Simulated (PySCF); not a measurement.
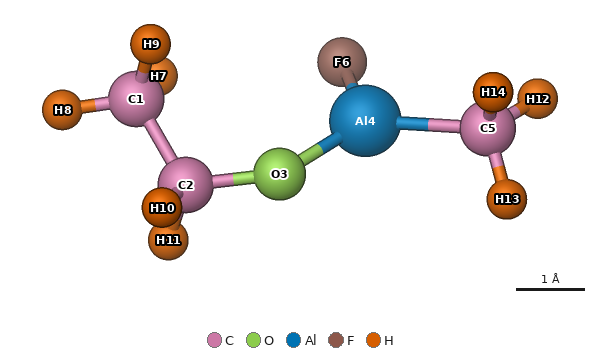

The structure (ball-and-stick view, seen at a tilt; atoms are numbered from 1 in the order of the input). Sticks mark near contacts.

**Run report: C3H8AlFO, NMR shielding calculation**

The run: NMR shielding calculation of C3H8AlFO, SMILES CC[O][Al]([CH3])[F]. Method and program: GIAO BLYP/pcSseg-1 NMR shielding, non-relativistic, gas phase (PySCF 2.14.0).

The geometry comes from this level: PBE0-D3(BJ)/def2-SVP. Figures and captions count atoms from 1; the log counts them from 0 in places.

Log
```
coarse grid: 12016 points
cycle   1  E = -536.2857552830  dE =  3.571e-01  |g| = 1.229e+00  |ddm| = 3.265e+00
cycle   2  E = -534.9675333518  dE =  1.318e+00  |g| = 2.763e+00  |ddm| = 2.897e+00
cycle   3  E = -536.5179850438  dE = -1.550e+00  |g| = 5.161e-01  |ddm| = 2.361e+00
cycle   4  E = -536.5719014319  dE = -5.392e-02  |g| = 1.550e-01  |ddm| = 4.568e-01
cycle   5  E = -536.5752968035  dE = -3.395e-03  |g| = 5.962e-02  |ddm| = 1.068e-01
cycle   6  E = -536.5758601693  dE = -5.634e-04  |g| = 2.211e-02  |ddm| = 4.935e-02
cycle   7  E = -536.5759566833  dE = -9.651e-05  |g| = 4.433e-03  |ddm| = 1.705e-02
cycle   8  E = -536.5759604855  dE = -3.802e-06  |g| = 1.603e-03  |ddm| = 3.966e-03
final grid: 111304 points
cycle   9  E = -536.6480210606  dE = -3.280e-05  |g| = 1.161e-02  |ddm| = 2.234e-02
cycle  10  E = -536.6479442656  dE =  7.680e-05  |g| = 2.278e-02  |ddm| = 2.142e-02
cycle  11  E = -536.6480479280  dE = -1.037e-04  |g| = 2.878e-03  |ddm| = 1.492e-02
cycle  12  E = -536.6480496245  dE = -1.697e-06  |g| = 4.104e-04  |ddm| = 2.273e-03
cycle  13  E = -536.6480496489  dE = -2.433e-08  |g| = 2.238e-04  |ddm| = 3.928e-04
cycle  14  E = -536.6480496568  dE = -7.947e-09  |g| = 3.472e-05  |ddm| = 1.434e-04
cycle  15  E = -536.6480496570  dE = -1.874e-10  |g| = 8.864e-06  |ddm| = 3.713e-05
```

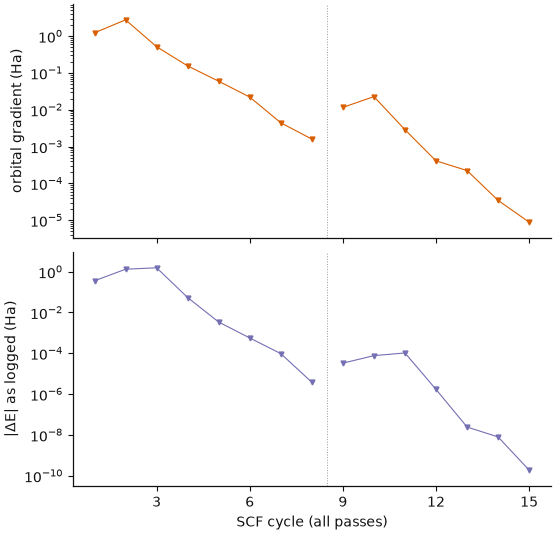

Convergence of the self-consistent field: orbital gradient and size of the energy change against the SCF cycle. The dotted line marks the change from a coarse to the final integration grid. The first 8 cycles use a coarse grid, the final grid takes over at cycle 9, and the field converges after 15 cycles in all.

```
converged SCF energy = -536.6480496570

GIAO shielding tensors (ppm)
atom      isotropic    diamagn.    paramagn.     s11        s22        s33       span
  0 C      150.502     248.221     -97.719    127.165    150.071    174.271     47.105
  1 C      108.290     239.211    -130.921     79.095     90.560    155.213     76.118
  2 O      241.534     399.562    -158.028    189.592    255.088    279.922     90.329
  3 Al     425.965     799.437    -373.472    361.965    394.126    521.805    159.840
  4 C      196.348     250.596     -54.248    190.743    194.033    204.269     13.526
  5 F      302.558     472.787    -170.229    204.409    292.663    410.602    206.193
  6 H       29.672      31.087      -1.415     26.180     29.693     33.144      6.964
  7 H       30.226      27.432       2.794     26.762     27.361     36.555      9.792
  8 H       30.151      30.412      -0.261     27.784     28.521     34.146      6.362
  9 H       27.349      28.354      -1.005     22.119     27.174     32.755     10.636
 10 H       27.095      29.291      -2.196     22.154     26.634     32.497     10.343
 11 H       31.951      28.470       3.482     27.219     28.922     39.713     12.493
 12 H       31.745      30.133       1.612     27.148     29.109     38.977     11.829
 13 H       31.714      29.965       1.749     27.225     29.141     38.775     11.549
```

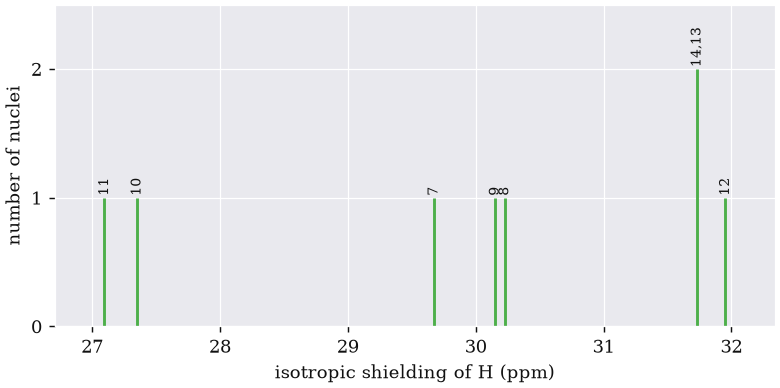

Isotropic shieldings of the hydrogen nuclei in this fixed geometry, labelled by atom number; shielding grows to the right, so chemical shift grows to the left. The least shielded is H11 (27.1 ppm), the most shielded H12 (32.0 ppm).

This output came from the following input.

Input file
```
{"job": {"kind": "nmr", "xc": "BLYP", "basis": "pcSseg-1", "pop": false}, "charge": 0, "multiplicity": 1}
C     -2.287878    -0.150592     0.380976
C     -1.257009    -1.027844    -0.302521
O      0.054825    -0.669453     0.004224
Al     1.018251     0.688386     0.282151
C      2.869013     0.489594     0.799575
F      0.339517     2.202660     0.093208
H     -2.171599     0.902643     0.080618
H     -3.309992    -0.470701     0.125427
H     -2.178306    -0.207888     1.475935
H     -1.410898    -2.080743    -0.003442
H     -1.408405    -0.992723    -1.398592
H      3.406962     1.449057     0.807916
H      3.393564    -0.198968     0.117931
H      2.937965     0.052877     1.809449
```

The first line tells a small driver script what to run in PySCF; the rest is the geometry in Å.

Launched with:
```bash
OMP_NUM_THREADS=1 python <driver script> task.json out
```

Results in brief

- outcome: converged
- total energy: −536.648050 hartree
- HOMO: −6.44 eV
- LUMO: −0.81 eV
- dipole moment: 1.12 D
- isotropic shielding, C: 108.3 to 196.3 ppm
- isotropic shielding, O: 241.5 ppm
- isotropic shielding, Al: 426.0 ppm
- isotropic shielding, F: 302.6 ppm
- isotropic shielding, H: 27.1 to 32.0 ppm
- hardware: 1 CPU thread, shared host
- wall time: 17 s
- peak memory: 0.76 GiB
